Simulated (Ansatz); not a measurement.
# Resistivity from frozen vibrations: Pd(111) with 4 thermally displaced layers, 2x2, part 2 of 2

How much do lattice vibrations at 180 K scatter the electrons of Pd? Layers with random displacements are laid between perfect leads, and the resistance is followed against their length.

Ansatz 0.2.0; Ansatz plane-wave DFT, PBE, PAW files; ballistic transport by layer matching (Landauer), zero bias; PAW set soft_1.

So far, open channels per spin nearest the Fermi level: step 2 (with 4 displaced layers) 5.23.

## 3. With 8 displaced layers

System of this step: Pd(111) with 8 thermally displaced layers, 2x2. The cell holds 56 atoms: 56 Pd. Its edges and angles: a = 5.501 Å, b = 5.501 Å, c = 31.481 Å, α = 87.5°, β = 92.5°, γ = 120.0°. It derives from Pd. Regions: lead, 24 atoms (24 Pd); scattering region, 32 atoms (32 Pd). The structure is stacked along c, and the current runs across the ab planes.

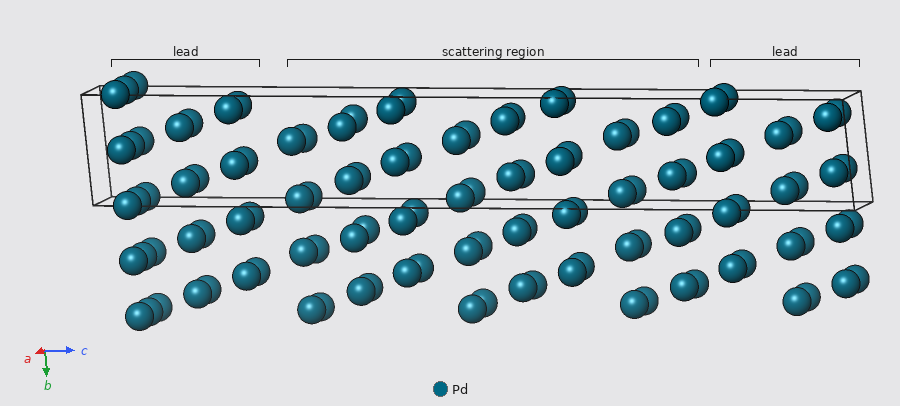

The cell of this step (palladium blue). 1×2×1 cells are drawn. Some periodic images of atoms are drawn too.

The input, input.yaml:

```yaml
crystal:
  lattice:
    - [5.5010079149, 0.0, 0.0]
    - [-2.7505039575, 4.7640126007, 0.0]
    - [-1.3752519787, 0.7940021001, 31.4408790793]
  atoms:
    - { symbol: Pd, position: [0.005952381, 0.994047619, 0.0357142857] }
    - { symbol: Pd, position: [0.005952381, 0.494047619, 0.0357142857] }
    - { symbol: Pd, position: [0.505952381, 0.994047619, 0.0357142857] }
    - { symbol: Pd, position: [0.505952381, 0.494047619, 0.0357142857] }
    - { symbol: Pd, position: [0.1845238095, 0.3154761905, 0.1071428571] }
    - { symbol: Pd, position: [0.1845238095, 0.8154761905, 0.1071428571] }
    - { symbol: Pd, position: [0.6845238095, 0.3154761905, 0.1071428571] }
    - { symbol: Pd, position: [0.6845238095, 0.8154761905, 0.1071428571] }
    - { symbol: Pd, position: [0.3630952381, 0.1369047619, 0.1785714286] }
    - { symbol: Pd, position: [0.3630952381, 0.6369047619, 0.1785714286] }
    - { symbol: Pd, position: [0.8630952381, 0.1369047619, 0.1785714286] }
    - { symbol: Pd, position: [0.8630952381, 0.6369047619, 0.1785714286] }
    - { symbol: Pd, position: [0.0692605403, 0.974517607, 0.250671016] }
    - { symbol: Pd, position: [0.0288776066, 0.4580727075, 0.2512325947] }
    - { symbol: Pd, position: [0.5304233989, 0.9630949704, 0.2508071103] }
    - { symbol: Pd, position: [0.5415925802, 0.4438674027, 0.2487575899] }
    - { symbol: Pd, position: [0.2088510581, 0.2647219982, 0.3246944015] }
    - { symbol: Pd, position: [0.2168735993, 0.7839192481, 0.3209430767] }
    - { symbol: Pd, position: [0.7456097283, 0.2959249626, 0.3226177517] }
    - { symbol: Pd, position: [0.6971277555, 0.7801926741, 0.3227122578] }
    - { symbol: Pd, position: [0.4063251605, 0.0929635136, 0.396278144] }
    - { symbol: Pd, position: [0.3808334558, 0.5927005434, 0.3946127889] }
    - { symbol: Pd, position: [0.9118012649, 0.1259441321, 0.3932111057] }
    - { symbol: Pd, position: [0.8893337489, 0.5968533529, 0.3908084113] }
    - { symbol: Pd, position: [0.0677574514, 0.9302489265, 0.4653769089] }
    - { symbol: Pd, position: [0.0871265499, 0.4127397723, 0.4674571756] }
    - { symbol: Pd, position: [0.583916101, 0.9422637622, 0.4634731173] }
    - { symbol: Pd, position: [0.5713586035, 0.425391488, 0.4662223664] }
    - { symbol: Pd, position: [0.2536327299, 0.2372117495, 0.533196017] }
    - { symbol: Pd, position: [0.2443363815, 0.7499669006, 0.5375725669] }
    - { symbol: Pd, position: [0.7478059842, 0.2304614224, 0.5373535061] }
    - { symbol: Pd, position: [0.7379883642, 0.7350172983, 0.5368803063] }
    - { symbol: Pd, position: [0.4125885817, 0.0704459042, 0.6060507707] }
    - { symbol: Pd, position: [0.4352907491, 0.5644748867, 0.6075223463] }
    - { symbol: Pd, position: [0.9377192167, 0.0556341793, 0.6098108872] }
    - { symbol: Pd, position: [0.9479078606, 0.5755667806, 0.609330001] }
    - { symbol: Pd, position: [0.1268004833, 0.897340508, 0.6787133628] }
    - { symbol: Pd, position: [0.0967065099, 0.3854721567, 0.677126591] }
    - { symbol: Pd, position: [0.5992506829, 0.8902852976, 0.6775039224] }
    - { symbol: Pd, position: [0.5956658634, 0.3738964165, 0.6790754074] }
    - { symbol: Pd, position: [0.3037049648, 0.2247249208, 0.7499738739] }
    - { symbol: Pd, position: [0.311895026, 0.725349575, 0.7521595463] }
    - { symbol: Pd, position: [0.7740026475, 0.2234522907, 0.7506376691] }
    - { symbol: Pd, position: [0.798634117, 0.712813621, 0.7507186633] }
    - { symbol: Pd, position: [0.4702380952, 0.0297619048, 0.8214285714] }
    - { symbol: Pd, position: [0.4702380952, 0.5297619048, 0.8214285714] }
    - { symbol: Pd, position: [0.9702380952, 0.0297619048, 0.8214285714] }
    - { symbol: Pd, position: [0.9702380952, 0.5297619048, 0.8214285714] }
    - { symbol: Pd, position: [0.1488095238, 0.8511904762, 0.8928571429] }
    - { symbol: Pd, position: [0.1488095238, 0.3511904762, 0.8928571429] }
    - { symbol: Pd, position: [0.6488095238, 0.8511904762, 0.8928571429] }
    - { symbol: Pd, position: [0.6488095238, 0.3511904762, 0.8928571429] }
    - { symbol: Pd, position: [0.3273809524, 0.1726190476, 0.9642857143] }
    - { symbol: Pd, position: [0.3273809524, 0.6726190476, 0.9642857143] }
    - { symbol: Pd, position: [0.8273809524, 0.1726190476, 0.9642857143] }
    - { symbol: Pd, position: [0.8273809524, 0.6726190476, 0.9642857143] }
kpoints:
  mp_grid: { grid: [5, 5, 1] }
hamiltonian:
  xc: pbe
  pseudopotentials: { kind: paw, azcp: { folder: soft_1 } }
scf:
  occupations: { method: fermi_dirac, width: 0.1 }
output:
  transmission:
    leads: [[0, 4]]
    kmesh: [10, 10]
    e_range: [-0.05, 0.05]
    de: 0.05
  write_potential: true
  write_density: true
  volumetric_format: npy
```

Started as:

```console
$ ansatz run input.yaml --threads 4 --pin off --max-ram 15360MiB --backend cpu --events-out ev --progress --plain --runs-dir out
```

Numbers of over 12 decimals in the logs are rounded to 6 here.

The log of the run:

```text
[...]
Crystal: 56 atoms, lattice volume = 823.967 Å³
Basis set: ecut = 420 eV, 16079 PW (Γ)
Bands: 605, of which v1, the nominal top of the filled ones, is band 504 counted from 1 (503 counted from 0)
Symmetry: 1 space group operations
[...]
k-points: 13 of 25 (time reversal used)
[...]
SCF iter   1: F=—  HF=-390532.425588 eV  |F-HF|=—  |Δ(HF+E_count)|=         —  Δρ=1.52e-1  dr2=1.94e2  ethr=3.10e-3  ⟨swp⟩=5.0  Hψ=25373  notcnv=0  defer=121
[...]
SCF iter  10: F=-390482.262335 eV  HF=-390482.262335 eV  |F-HF|=6.40e-8  |Δ(HF+E_count)|=   1.47e-8  Δρ=1.45e-6  dr2=7.28e-8  ethr=9.92e-12  ⟨swp⟩=7.5  Hψ=25976  notcnv=0
SCF 1 converged in 10 iterations: F = -390482.262335 eV  dr2 = 7.28e-8
[...]
transmission: 262 of 2600 steps passed
transmission: 522 of 2600 steps passed
[...]
transmission: 2600 of 2600 steps passed
SCF converged after 10 iterations
Free energy (F): -390482.262335 eV
[...]
Internal energy: -390478.920395 eV  (E = F + TS)
E sigma→0 (E₀):  -390480.591365 eV
Entropy (-TS):   -3.341940 eV (-59.677 meV/atom)
Fermi energy:    19.749758 eV
[...]
--- Band table (eV; the first three rows and the last of 13) ---
  k-point 0: bands = [... 500 lower, 19.8606, 19.8643, 19.8710, 19.8850, 19.8865, 19.8916, 19.9065, 19.9232, ... 97 higher]
  k-point 1: bands = [... 500 lower, 19.6960, 19.7092, 19.7161, 19.7407, 19.7796, 19.7910, 19.8450, 19.8747, ... 97 higher]
  k-point 2: bands = [... 500 lower, 19.7012, 19.7128, 19.7254, 19.7370, 19.7420, 19.7503, 19.7740, 19.7811, ... 97 higher]
  k-point 12: bands = [... 500 lower, 19.6344, 19.6771, 19.6826, 19.6994, 19.7335, 19.7478, 19.7686, 19.7976, ... 97 higher]
--- Transmission ---
  basis      : 235 plane waves across, 50 finite elements along
  points     : 52, standing for a mesh of 10 x 10
[...]
channels       : 5.230000e0 a spin
[...]
junction   : crystal 0 to crystal 0, 0.70 to 29.89 Å
    transmission   : 3.981884e0 a spin
[...]
```

Run time: 26 min. Hardware: 4 threads of Arm Neoverse N1, shared host; peak memory 9.5 GiB; 1.7 h of CPU time.

Numbers from this step:

```
free energy                                   : -390482.2623 eV
energy at zero smearing                       : -390480.5914 eV
Fermi energy                                  : 19.75 eV
transmission per spin nearest the Fermi level : 3.982
step of the lead's potential                  : 4.2 meV
```

Per spin. The transmission, zone mean by energy, zero at the Fermi level:

| energy (eV) | transmission, zone mean |
| --- | --- |
| -0.0500 | 4.47 |
| 0.0000 | 3.98 |
| 0.0500 | 3.45 |

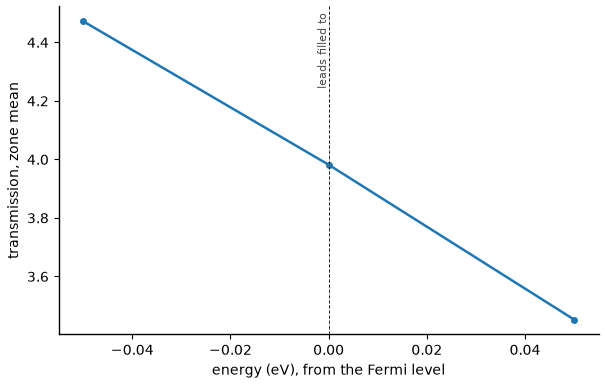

Transmission, zone mean against energy.

Over the solved energies the transmission per spin lies between 3.45 and 4.47, out of 5.24 channels of the lead on average (up to 6.09).

## 4. With 12 displaced layers

System of this step: Pd(111) with 12 thermally displaced layers, 2x2. The cell holds 72 atoms: 72 Pd. Its edges and angles: a = 5.501 Å, b = 5.501 Å, c = 40.424 Å, α = 90.0°, β = 90.0°, γ = 120.0°. It derives from Pd. Regions: lead, 24 atoms (24 Pd); scattering region, 48 atoms (48 Pd). The structure is stacked along c, and the current runs across the ab planes.

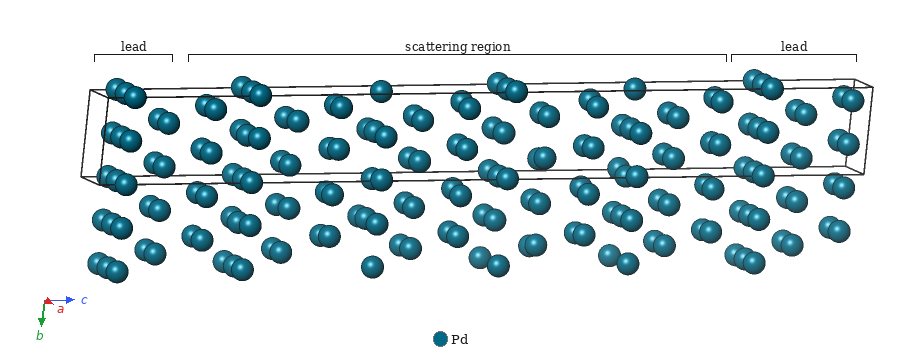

The cell of this step (palladium blue). 1×2×1 cells are drawn. Some periodic images of atoms are drawn too.

The input, input.yaml:

```yaml
crystal:
  lattice:
    - [5.5010079149, 0.0, 0.0]
    - [-2.7505039575, 4.7640126007, 0.0]
    - [0.0, 0.0, 40.4239873877]
  atoms:
    - { symbol: Pd, position: [0.0, 0.0, 0.0277777778] }
    - { symbol: Pd, position: [0.0, 0.5, 0.0277777778] }
    - { symbol: Pd, position: [0.5, 0.0, 0.0277777778] }
    - { symbol: Pd, position: [0.5, 0.5, 0.0277777778] }
    - { symbol: Pd, position: [0.1666666667, 0.3333333333, 0.0833333333] }
    - { symbol: Pd, position: [0.1666666667, 0.8333333333, 0.0833333333] }
    - { symbol: Pd, position: [0.6666666667, 0.3333333333, 0.0833333333] }
    - { symbol: Pd, position: [0.6666666667, 0.8333333333, 0.0833333333] }
    - { symbol: Pd, position: [0.3333333333, 0.1666666667, 0.1388888889] }
    - { symbol: Pd, position: [0.3333333333, 0.6666666667, 0.1388888889] }
    - { symbol: Pd, position: [0.8333333333, 0.1666666667, 0.1388888889] }
    - { symbol: Pd, position: [0.8333333333, 0.6666666667, 0.1388888889] }
    - { symbol: Pd, position: [0.00120401, 0.9955525254, 0.1916673868] }
    - { symbol: Pd, position: [0.9938514754, 0.490040556, 0.1960218637] }
    - { symbol: Pd, position: [0.4974183367, 0.001034385, 0.1932037203] }
    - { symbol: Pd, position: [0.4944488732, 0.4998570881, 0.1922752732] }
    - { symbol: Pd, position: [0.1692362281, 0.3320189389, 0.2482684312] }
    - { symbol: Pd, position: [0.1441091222, 0.8396908194, 0.2495654224] }
    - { symbol: Pd, position: [0.6595158032, 0.330407023, 0.252652695] }
    - { symbol: Pd, position: [0.6666689061, 0.834406676, 0.2478283496] }
    - { symbol: Pd, position: [0.3566960398, 0.1780357199, 0.3071136564] }
    - { symbol: Pd, position: [0.3395242907, 0.6780253954, 0.3060972687] }
    - { symbol: Pd, position: [0.8389707332, 0.1647807675, 0.3034031598] }
    - { symbol: Pd, position: [0.8323858071, 0.6426896124, 0.3052051635] }
    - { symbol: Pd, position: [0.9913438954, 0.9870773975, 0.362006487] }
    - { symbol: Pd, position: [0.9951434638, 0.4945865457, 0.3618702632] }
    - { symbol: Pd, position: [0.5034914347, 0.0172115468, 0.3616243594] }
    - { symbol: Pd, position: [0.4828635838, 0.4759076386, 0.3592013306] }
    - { symbol: Pd, position: [0.1780163031, 0.332706273, 0.4162532043] }
    - { symbol: Pd, position: [0.1763540078, 0.8174393839, 0.4158113999] }
    - { symbol: Pd, position: [0.6652279602, 0.3405989324, 0.4156976714] }
    - { symbol: Pd, position: [0.650138757, 0.8134431229, 0.4177317738] }
    - { symbol: Pd, position: [0.3390327892, 0.1607636437, 0.4724607561] }
    - { symbol: Pd, position: [0.3165382527, 0.6608201935, 0.4742345162] }
    - { symbol: Pd, position: [0.8491043437, 0.1952955382, 0.4710726434] }
    - { symbol: Pd, position: [0.8383492659, 0.664244056, 0.4730485157] }
    - { symbol: Pd, position: [0.9964455689, 0.993045913, 0.5265107516] }
    - { symbol: Pd, position: [0.032423517, 0.4990415786, 0.5248327425] }
    - { symbol: Pd, position: [0.4972406018, 0.00840193, 0.5270475893] }
    - { symbol: Pd, position: [0.5208100403, 0.5124212192, 0.5275553097] }
    - { symbol: Pd, position: [0.1553736536, 0.3208823406, 0.5823111355] }
    - { symbol: Pd, position: [0.1583199848, 0.8482576112, 0.585656317] }
    - { symbol: Pd, position: [0.6458651906, 0.3186905075, 0.5807506828] }
    - { symbol: Pd, position: [0.6370771172, 0.7948411577, 0.5816652035] }
    - { symbol: Pd, position: [0.3451092917, 0.1623832652, 0.640136883] }
    - { symbol: Pd, position: [0.3389946882, 0.6884839773, 0.6391798173] }
    - { symbol: Pd, position: [0.8450481137, 0.1982950316, 0.6384150456] }
    - { symbol: Pd, position: [0.8214789364, 0.6691686347, 0.638832176] }
    - { symbol: Pd, position: [0.0057328931, 0.9885795723, 0.6956196147] }
    - { symbol: Pd, position: [0.0050143224, 0.4917263522, 0.6946828382] }
    - { symbol: Pd, position: [0.5056189477, 0.0290680831, 0.6934161525] }
    - { symbol: Pd, position: [0.488534231, 0.4867926671, 0.6939389854] }
    - { symbol: Pd, position: [0.1713606389, 0.3428473932, 0.7491084744] }
    - { symbol: Pd, position: [0.1558968457, 0.8157809039, 0.7487917012] }
    - { symbol: Pd, position: [0.702691498, 0.3462358994, 0.7488588455] }
    - { symbol: Pd, position: [0.6462701147, 0.8212443977, 0.7499683237] }
    - { symbol: Pd, position: [0.329094137, 0.1574429215, 0.8036767034] }
    - { symbol: Pd, position: [0.3513959119, 0.6722637274, 0.8050085542] }
    - { symbol: Pd, position: [0.827684501, 0.1601049894, 0.8012678945] }
    - { symbol: Pd, position: [0.8279417154, 0.6534010145, 0.8040912831] }
    - { symbol: Pd, position: [0.0, 0.0, 0.8611111111] }
    - { symbol: Pd, position: [0.0, 0.5, 0.8611111111] }
    - { symbol: Pd, position: [0.5, 0.0, 0.8611111111] }
    - { symbol: Pd, position: [0.5, 0.5, 0.8611111111] }
    - { symbol: Pd, position: [0.1666666667, 0.3333333333, 0.9166666667] }
    - { symbol: Pd, position: [0.1666666667, 0.8333333333, 0.9166666667] }
    - { symbol: Pd, position: [0.6666666667, 0.3333333333, 0.9166666667] }
    - { symbol: Pd, position: [0.6666666667, 0.8333333333, 0.9166666667] }
    - { symbol: Pd, position: [0.3333333333, 0.1666666667, 0.9722222222] }
    - { symbol: Pd, position: [0.3333333333, 0.6666666667, 0.9722222222] }
    - { symbol: Pd, position: [0.8333333333, 0.1666666667, 0.9722222222] }
    - { symbol: Pd, position: [0.8333333333, 0.6666666667, 0.9722222222] }
kpoints:
  mp_grid: { grid: [5, 5, 1] }
hamiltonian:
  xc: pbe
  pseudopotentials: { kind: paw, azcp: { folder: soft_1 } }
scf:
  occupations: { method: fermi_dirac, width: 0.1 }
output:
  transmission:
    leads: [[0, 4]]
    kmesh: [10, 10]
    e_range: [-0.05, 0.05]
    de: 0.05
  write_potential: true
  write_density: true
  volumetric_format: npy
```

The log of the run:

```text
[...]
Crystal: 72 atoms, lattice volume = 1059.386 Å³
Basis set: ecut = 420 eV, 20709 PW (Γ)
Bands: 778, of which v1, the nominal top of the filled ones, is band 648 counted from 1 (647 counted from 0)
Symmetry: 1 space group operations
[...]
k-points: 13 of 25 (time reversal used)
[...]
SCF iter   1: F=—  HF=-502112.308503 eV  |F-HF|=—  |Δ(HF+E_count)|=         —  Δρ=1.52e-1  dr2=2.51e2  ethr=3.10e-3  ⟨swp⟩=5.0  Hψ=32436  notcnv=0  defer=128
[...]
SCF iter  11: F=-502047.942297 eV  HF=-502047.942297 eV  |F-HF|=1.55e-8  |Δ(HF+E_count)|=   2.21e-9  Δρ=4.52e-7  dr2=1.64e-8  ethr=7.72e-12  ⟨swp⟩=8.5  Hψ=32705  notcnv=0
SCF 1 converged in 11 iterations: F = -502047.942297 eV  dr2 = 1.64e-8
[...]
transmission: 334 of 3328 steps passed
transmission: 666 of 3328 steps passed
[...]
transmission: 3328 of 3328 steps passed
SCF converged after 11 iterations
Free energy (F): -502047.942297 eV
[...]
Internal energy: -502043.635161 eV  (E = F + TS)
E sigma→0 (E₀):  -502045.788729 eV
Entropy (-TS):   -4.307136 eV (-59.821 meV/atom)
Fermi energy:    19.750066 eV
[...]
--- Band table (eV; the first three rows and the last of 13) ---
  k-point 0: bands = [... 644 lower, 19.8418, 19.8549, 19.8588, 19.8630, 19.8730, 19.8828, 19.8893, 19.9172, ... 126 higher]
  k-point 1: bands = [... 644 lower, 19.6999, 19.7079, 19.7272, 19.7341, 19.7717, 19.8117, 19.8178, 19.8508, ... 126 higher]
  k-point 2: bands = [... 644 lower, 19.7051, 19.7176, 19.7278, 19.7348, 19.7413, 19.7461, 19.7512, 19.7574, ... 126 higher]
  k-point 12: bands = [... 644 lower, 19.6881, 19.6922, 19.7023, 19.7075, 19.7228, 19.7460, 19.7700, 19.7896, ... 126 higher]
--- Transmission ---
  basis      : 235 plane waves across, 64 finite elements along
  points     : 52, standing for a mesh of 10 x 10
[...]
channels       : 5.230000e0 a spin
[...]
junction   : crystal 0 to crystal 0, 0.70 to 38.88 Å
    transmission   : 3.440330e0 a spin
[...]
```

It took 44 min on 4 threads; peak memory 8.3 GiB.

This step gave:

* free energy: -502047.9423 eV
* energy at zero smearing: -502045.7887 eV
* transmission per spin nearest the Fermi level: 3.440
* step of the lead's potential: 9.9 meV

Per spin. The transmission, zone mean by energy, zero at the Fermi level:

| energy (eV) | transmission, zone mean |
| --- | --- |
| -0.0500 | 3.78 |
| 0.0000 | 3.44 |
| 0.0500 | 3.10 |

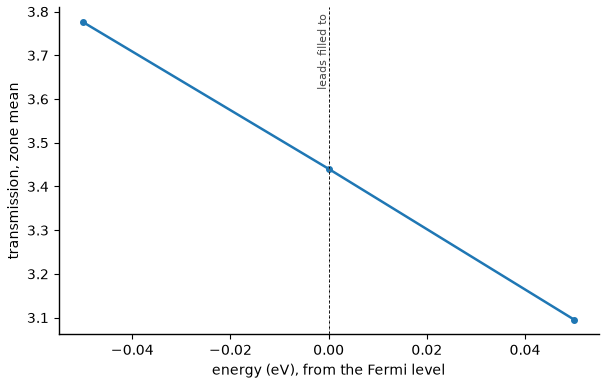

Transmission, zone mean against energy.

Over the solved energies the transmission per spin lies between 3.10 and 3.78, out of 5.33 channels of the lead on average (up to 6.25).

## 5. Resistance against length

This step: Ansatz plane-wave DFT, PBE, PAW files; ballistic transport by layer matching (Landauer), zero bias; resistivity from the slope of the area resistance; PAW set soft_1 (Ansatz 0.2.0).

This step gave:

```yaml
resistivity: 14.82 µΩ cm
intercept: -0.05325 fΩ m²
scatter_about_the_fit: 0.004728 fΩ m²
```

Resistance, by row:

| run | length (Å) | T | channels N | RA (fΩ m²) |
| --- | --- | --- | --- | --- |
| n4 | 8.983 | 4.712 | 5.33 | 0.08322 |
| n8 | 17.97 | 3.969 | 5.237 | 0.2063 |
| n12 | 26.95 | 3.437 | 5.33 | 0.3495 |

The area resistance by length of the displaced region:

| length of the displaced region (Å) | area resistance (fΩ m²) |
| --- | --- |
| 8.98 | 0.0832 |
| 17.97 | 0.206 |
| 26.95 | 0.349 |

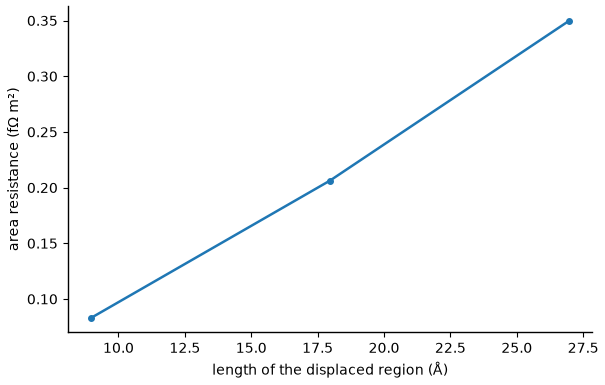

Area resistance, plotted against length of the displaced region.

The area resistance goes from 0.083 to 0.35 fΩ m² between 9.0 and 26.9 Å, a slope of 15 µΩ cm.

By hand from the end points: (0.3495 − 0.08322) fΩ m² / (26.95 − 8.98) Å = 15 µΩ cm, since 1 fΩ m² per Å is 1000 µΩ cm.

## 6. Outcome

| Item | Value |
| --- | --- |
| resistivity from the slope | 14.8 µΩ cm |
| area resistance over 8.98 Å | 0.0832 fΩ m² |
| area resistance over 18.0 Å | 0.206 fΩ m² |
| area resistance over 26.9 Å | 0.349 fΩ m² |

What this shows: The slope gives 15 µΩ cm. The points scatter by 0.0047 fΩ m² about the line, with one random draw a length in a 2x2 cell, so the slope is a rough value. The mean square of the displacements drawn is 0.78, 0.99 and 1.2 of the nominal one at the three lengths; with each resistance scaled back by that, the slope is 11 µΩ cm, the value used below. The lead's own channel count moves between the runs (5.33, 5.24 and 5.33), which shifts RA and the slope too. Read with a model of isotropic scattering on a spherical Fermi surface and the lead's 1.6×10¹⁵ S/m², this slope means a mean free path near 48 Å; over these lengths the model's slope is 1.07 times its bulk resistivity, which would be 9.9 µΩ cm. Uncorrelated displacements put too much weight on short waves, which scatter strongly; with the sideways repeat of a small cell, one draw and three short lengths, the method is good to a factor of two or three.

[Logs are printed without paths, hosts, clocks, repeated set-up lines and the standing remarks that a program may print on its own settings, such as how far it seeks lower states.]

[Hosts, paths, dates, database ids (printed as entryN), source tags and the programs' standing remarks are cut or masked in the printed files.]
